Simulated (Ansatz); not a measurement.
CH₅O₂Si (charge −1)

```yaml
atoms:
  - { symbol: C, position_ang: [2.5104, 1.7758, -0.9367] }
  - { symbol: O, position_ang: [0.0222, 0.4559, -1.9520] }
  - { symbol: O, position_ang: [0.5430, 3.1333, -2.4610] }
  - { symbol: Si, position_ang: [0.6546, 1.7881, -1.3676] }
  - { symbol: H, position_ang: [3.1130, 1.4721, -1.8094] }
  - { symbol: H, position_ang: [2.8474, 2.7779, -0.6178] }
  - { symbol: H, position_ang: [2.7186, 1.0675, -0.1171] }
  - { symbol: H, position_ang: [0.0067, 2.3369, -0.0937] }
  - { symbol: H, position_ang: [-0.0054, 2.8267, -3.1932] }
```

Geometry: r2SCAN-D4/def2-SVPD.

Computed with isolated molecule in a Gaussian basis; Kohn-Sham density functional theory, functional PBE0 (Ansatz).

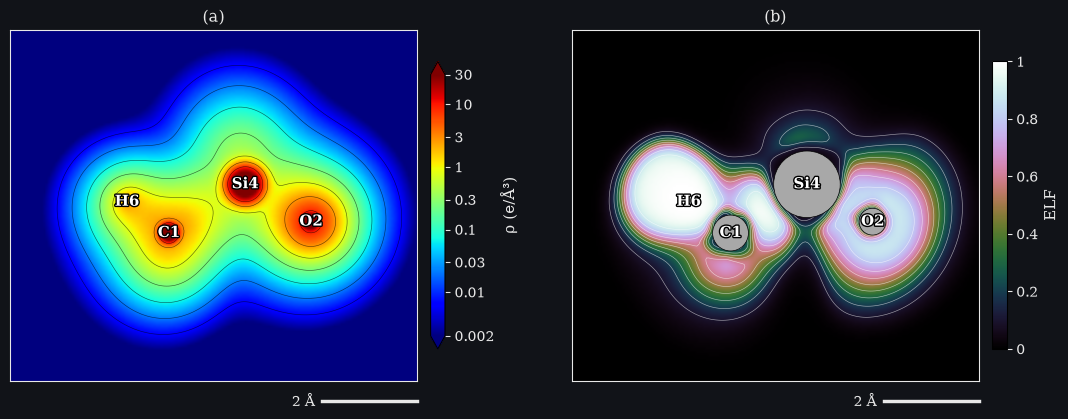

Figure 1. (a) electron density; (b) ELF on the plane of atoms C1, Si4 and O2. Grey discs cover the atomic cores in the ELF map.

> Describe what can be read from this map.

- The section cuts through C, O, Si and H sites.
- Si–O (1.59 Å): the density is about 1.4 e/Å³ at the midpoint; the ELF peaks at about 0.85 between the atoms: a polar covalent bond.
- C–Si (1.91 Å): ρ is about 0.92 e/Å³ halfway; the ELF peaks at about 1 between the atoms: a shared electron pair.
- C–H (1.10 Å): the density is about 1.9 e/Å³ at the midpoint; the ELF climbs to about 1 towards the hydrogen, as it does in any bond to H; a covalent bond by its length.
- The ELF also peaks beside O2, away from the bonds: lone-pair regions.

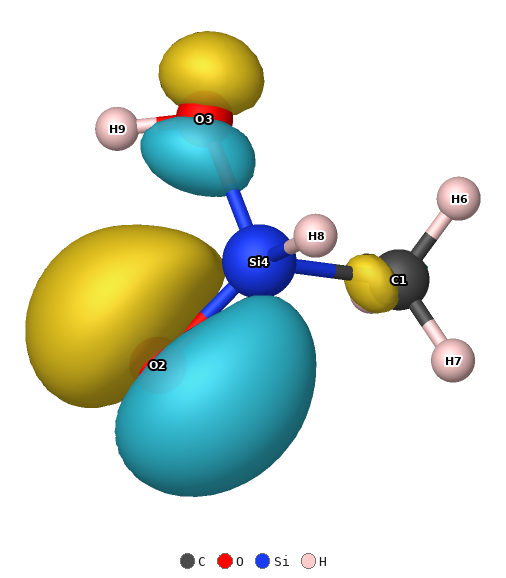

Figure 2. The HOMO−1 at ±0.1 Å⁻³ᐟ² (yellow and cyan are the two phases), seen at an oblique angle.

> Where does this orbital lie, and at what energy?

It lies mainly on O2 (about 75 %) and O3 (about 5 %); largely a lone pair of O2. Its energy is −1.71 eV.

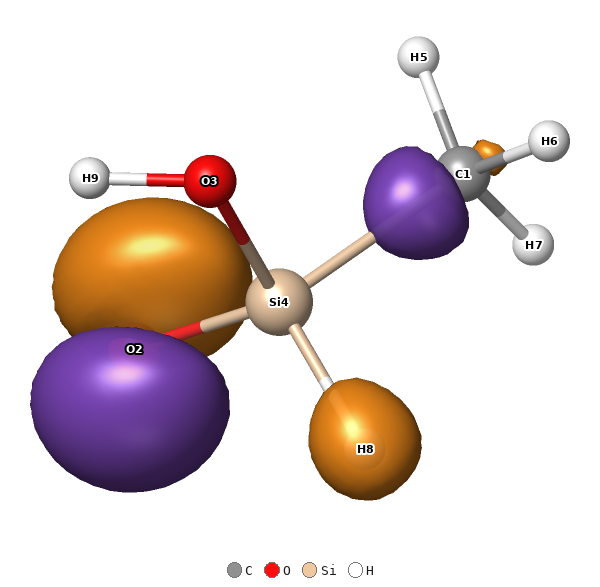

Figure 3. The HOMO at ±0.2 Å⁻³ᐟ² (orange and purple are the two phases), seen at a tilt.

> Describe this orbital and give its energy.

It lies mainly on O2 (about 70 %), H8 (about 5 %) and C1 (about 5 %); largely a lone pair of O2. Its energy is −1.47 eV.
